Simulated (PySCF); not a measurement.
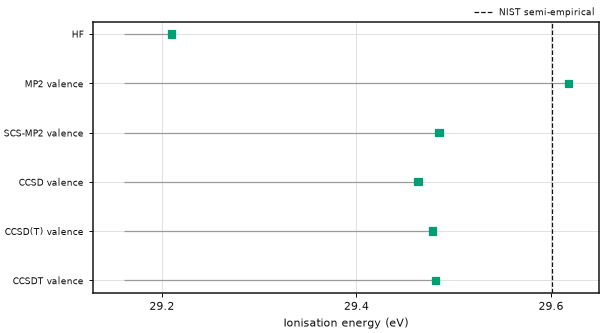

The ionisation energy of an atom or ion with 6 electrons in the configuration [He] 2s² 2p² by several methods. PySCF, def2-TZVPPD, non-relativistic, unrestricted single determinants, no spin-orbit coupling. Methods marked “valence” freeze 2 core electrons.

> Which atom or ion is it?

N⁺ (nitrogen, Z = 7). The values run from 29.210 eV (HF) to 29.618 eV (MP2 valence). The NIST semi-empirical value is 29.601 eV; nearest to it come MP2 valence (+0.016) and SCS-MP2 valence (−0.116), furthest HF (−0.392 eV).
